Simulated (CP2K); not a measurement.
# BSiH2Cl2 (SMILES [SiH2]B(Cl)Cl): AM1

What is the energy change on altering one bond length of BSiH2Cl2 at AM1? 

Program for the calculation: CP2K 2026.2.

4 further runs of the same task are left out: 2 that didn't finish, 2 set aside as unsound or not needed.

**1. Starting point**

BSiH2Cl2: 6 atoms, total charge 0, spin state doublet. SMILES: `[SiH2]B(Cl)Cl`. Geometry: relaxed at GFN2-xTB.

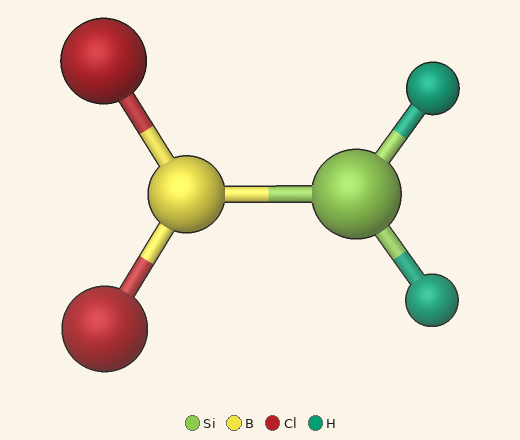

Viewed from a chosen angle; silicon green, boron yellow, chlorine red, hydrogen teal.

**2. Energy and gradient at AM1**

molecule.inp reads:

```
&GLOBAL
    PROJECT_NAME molecule
    RUN_TYPE ENERGY_FORCE
    PRINT_LEVEL MEDIUM
&END GLOBAL
&FORCE_EVAL
    METHOD QS
    &DFT
        MULTIPLICITY 2
        LSD T
        &QS
            METHOD AM1
            EPS_DEFAULT 1.0E-10
            &SE
                &COULOMB
                    CUTOFF [angstrom] 50
                    RC_RANGE [angstrom] 0
                &END COULOMB
                &EXCHANGE
                    CUTOFF [angstrom] 50
                    RC_RANGE [angstrom] 0
                &END EXCHANGE
            &END SE
        &END QS
        ! no periodic images
        &POISSON
            PERIODIC NONE
            POISSON_SOLVER ANALYTIC
        &END POISSON
        ! self-consistent field
        &SCF
            SCF_GUESS ATOMIC
            EPS_SCF 1.0E-07
            MAX_SCF 80
            ADDED_MOS 2
            &DIAGONALIZATION
                ALGORITHM STANDARD
            &END DIAGONALIZATION
            &MIXING
                METHOD DIRECT_P_MIXING
                ALPHA 0.4
            &END MIXING
        &END SCF
        ! extra output
        &PRINT
            &MOMENTS
                PERIODIC F
                REFERENCE COM
                MAX_MOMENT 1
            &END MOMENTS
            &MO ON
                ENERGIES T
                OCCUPATION_NUMBERS T
                NDIGITS 6
                &EACH
                    QS_SCF 0
                &END EACH
                ADD_LAST NUMERIC
            &END MO
            &HIRSHFELD OFF
            &END HIRSHFELD
        &END PRINT
    &END DFT
    ! structure
    &SUBSYS
        &CELL
            ABC 17.9 19.8 19.4
            PERIODIC NONE
        &END CELL
        &COORD
            UNIT bohr
            Si    -0.5245880     1.6990906    -0.4544602
            B      0.4931429    -1.6161127     0.4436888
            Cl     0.1427310    -2.7779163     3.5355075
            Cl     1.8537079    -3.6699993    -1.7961091
            H     -0.3074773     2.8094936    -2.9711030
            H     -1.6575166     3.5554630     1.2424949
        &END COORD
        &TOPOLOGY
            &CENTER_COORDINATES
            &END CENTER_COORDINATES
        &END TOPOLOGY
    &END SUBSYS
    ! extra output
    &PRINT
        &FORCES ON
        &END FORCES
    &END PRINT
&END FORCE_EVAL
```

Started as:

```sh
$ OMP_NUM_THREADS=1 cp2k.psmp -i molecule.inp -o molecule.out
```

The program printed:

```text
CP2K| version string:                                       CP2K version 2026.2
[...]
 GLOBAL| Method name                                                        CP2K
[...]
 GLOBAL| Run type                                                   ENERGY_FORCE
[...]
                             - Atoms:                                          6
[...]
                             - Spherical basis functions:                     18
[...]
 Number of electrons:                                                         12
[...]
     1 P_Mix/Diag. 0.40E+00    0.0     0.43099801       -30.9464294275 -3.09E+01
[...]
    26 DIIS/Diag.  0.50E-07    0.0     0.00000006       -34.1501143322 -1.71E-13
  *** SCF run converged in    26 steps ***
  Core-core repulsion energy [eV]:                           1021.95082200271372
  Core Hamiltonian energy [eV]:                             -1489.34221731098000
  Two-electron integral energy [eV]:                         -923.76094905907678
  Electronic energy [eV]:                                   -1951.22269184051834
  Total energy [eV]:                                         -929.27186983780496
  Atomic reference energy [eV]:                               927.52642968990790
  Heat of formation [kcal/mol]:                               -40.25080920735892
[...]
 SE_DIPOLE| Moment [Debye]          0.54230528      -1.70654604       0.42843478
 SE_DIPOLE| Derivative [a.u.]       0.00000000       0.00000000       0.00000000
 ENERGY| Total FORCE_EVAL ( QS ) energy [hartree]            -34.150114332164208
 FORCES| Atomic forces [hartree/bohr]
 FORCES|   Atom     x               y               z               |f|
 FORCES|      1  5.42772215E-03 -1.75278292E-02  4.52621134E-03   1.88989829E-02
 FORCES|      2 -5.75000970E-04  3.70619386E-03 -1.87186916E-03   4.19170528E-03
 FORCES|      3  2.09202065E-03  8.52641210E-03 -2.11327247E-02   2.28838001E-02
 FORCES|      4 -9.88440643E-03  1.51304983E-02  1.56478663E-02   2.39058401E-02
 FORCES|      5  1.93559829E-03 -5.15946803E-03 -5.66256018E-05   5.51088537E-03
 FORCES|      6  1.00406631E-03 -4.67580704E-03  2.88714177E-03   5.58631437E-03
 FORCES| Sum    -1.31838984E-16 -3.88578059E-16 -1.38777878E-16
 FORCES| Total atomic force                                       4.33167087E-16
[...]
```

Run time: 1.1 s. Hardware: 1 thread of Intel Xeon Platinum 8259CL at 2.50GHz (Skylake/Cascade Lake), shared host; peak memory 0.19 GiB.

**3. The distorted shape**

run.inp reads:

```
&GLOBAL
  PROJECT_NAME run
  RUN_TYPE ENERGY_FORCE
  PRINT_LEVEL MEDIUM
&END GLOBAL

&FORCE_EVAL
  METHOD QUICKSTEP
  &DFT
    CHARGE 0
    MULTIPLICITY 2
    UKS T
    # Quickstep
    &QS
      METHOD AM1
      EPS_DEFAULT 1.0E-10
      &SE
        &COULOMB
          CUTOFF [angstrom] 50
          RC_RANGE [angstrom] 0
        &END COULOMB
        &EXCHANGE
          CUTOFF [angstrom] 50
          RC_RANGE [angstrom] 0
        &END EXCHANGE
      &END SE
    &END QS
    &POISSON
      PERIODIC NONE
      POISSON_SOLVER ANALYTIC
    &END POISSON
    &SCF
      SCF_GUESS ATOMIC
      EPS_SCF 1.0E-07
      MAX_SCF 80
      ADDED_MOS 2
      &DIAGONALIZATION
        ALGORITHM STANDARD
      &END DIAGONALIZATION
      &MIXING
        METHOD DIRECT_P_MIXING
        ALPHA 0.4
      &END MIXING
    &END SCF
    # extra output
    &PRINT
      &MOMENTS
        PERIODIC F
        REFERENCE COM
        MAX_MOMENT 1
      &END MOMENTS
      &MO ON
        ENERGIES T
        OCCUPATION_NUMBERS T
        NDIGITS 6
        &EACH
          QS_SCF 0
        &END EACH
        ADD_LAST NUMERIC
      &END MO
      &HIRSHFELD OFF
      &END HIRSHFELD
    &END PRINT
  &END DFT
  # structure
  &SUBSYS
    # vacuum box
    &CELL
      ABC [angstrom] 18.1 20.2 19.4
      PERIODIC NONE
    &END CELL
    &COORD
      UNIT bohr
      Si    -0.1280951     1.0494122    -1.0483482
      B      0.8896358    -2.2657911    -0.1501992
      Cl     0.5392239    -3.4275947     2.9416195
      Cl     2.2502008    -4.3196777    -2.3899971
      H      0.0890155     2.1598152    -3.5649910
      H     -1.6575166     3.5554630     1.2424949
    &END COORD
    &TOPOLOGY
      &CENTER_COORDINATES
      &END CENTER_COORDINATES
    &END TOPOLOGY
  &END SUBSYS
  # extra output
  &PRINT
    &FORCES ON
    &END FORCES
  &END PRINT
&END FORCE_EVAL
```

Started as:

```sh
$ OMP_NUM_THREADS=1 cp2k.psmp -i run.inp -o run.out
```

The program printed:

```text
CP2K| version string:                                       CP2K version 2026.2
[...]
 GLOBAL| Method name                                                        CP2K
[...]
 GLOBAL| Run type                                                   ENERGY_FORCE
[...]
                             - Atoms:                                          6
[...]
                             - Spherical basis functions:                     18
[...]
 Number of electrons:                                                         12
[...]
     1 P_Mix/Diag. 0.40E+00    0.0     0.42470987       -30.9968615082 -3.10E+01
[...]
    30 DIIS/Diag.  0.63E-07    0.0     0.00000009       -34.1013481299 -1.35E-13
  *** SCF run converged in    30 steps ***
  Core-core repulsion energy [eV]:                           1009.45763066697521
  Core Hamiltonian energy [eV]:                             -1489.58043025192865
  Two-electron integral energy [eV]:                         -895.64414880682034
  Electronic energy [eV]:                                   -1937.40250465533882
  Total energy [eV]:                                         -927.94487398836361
  Atomic reference energy [eV]:                               927.52642968990790
  Heat of formation [kcal/mol]:                                -9.64955552405609
[...]
 SE_DIPOLE| Moment [Debye]          0.68209700      -1.95080260       0.23850840
 SE_DIPOLE| Derivative [a.u.]       0.00000000       0.00000000       0.00000000
 ENERGY| Total FORCE_EVAL ( QS ) energy [hartree]            -34.101348129885295
 FORCES| Atomic forces [hartree/bohr]
 FORCES|   Atom     x               y               z               |f|
 FORCES|      1 -1.85507835E-02  2.07345328E-02  4.19179526E-02   5.03107063E-02
 FORCES|      2 -1.12944003E-03  4.59205316E-03 -9.81842113E-04   4.82976200E-03
 FORCES|      3  2.04430025E-03  8.39945644E-03 -2.07621808E-02   2.24899574E-02
 FORCES|      4 -9.96098956E-03  1.54207927E-02  1.55111786E-02   2.40337018E-02
 FORCES|      5  6.40830810E-04 -3.31038915E-03  2.30877514E-03   4.08653681E-03
 FORCES|      6  2.69560821E-02 -4.58364459E-02 -3.79938833E-02   6.53539999E-02
 FORCES| Sum     3.53883589E-16  1.11022302E-16 -1.40165657E-15
 FORCES| Total atomic force                                       1.44989678E-15
[...]
```

It took 1.4 s on 1 thread of Intel Xeon Platinum 8259CL at 2.50GHz (Skylake/Cascade Lake), shared host; peak memory 0.18 GiB.

**4. Outcome**

Level: AM1.

| quantity | value |
| --- | --- |
| first shape: total energy | -34.15011 Eh |
| first shape: dipole moment | 1.84 D |
| first shape: HOMO energy (highest over α and β) | -9.28 eV |
| first shape: LUMO energy (lowest over α and β) | -2.13 eV |
| first shape: heat of formation at this unrelaxed shape | -40.3 kcal/mol |
| first shape: largest force on an atom | 1.229 eV/Å |
| distorted shape: total energy | -34.10135 Eh |
| distorted shape: dipole moment | 2.08 D |
| distorted shape: HOMO energy (highest over α and β) | -9.36 eV |
| distorted shape: LUMO energy (lowest over α and β) | -2.00 eV |
| distorted shape: heat of formation at this unrelaxed shape | -9.6 kcal/mol |
| distorted shape: largest force on an atom | 3.361 eV/Å |
| energy change with the Si1–H6 bond stretched from 1.460 to 1.971 Å | 1.327 eV |

What this shows: With the Si1–H6 bond stretched from 1.460 to 1.971 Å the energy rises by 1.33 eV (31 kcal/mol). The first shape isn't relaxed at this level, so the change isn't measured from a minimum. The largest force (first shape) is 1.23 eV/Å: the shape isn't a stationary point for this species at this level.
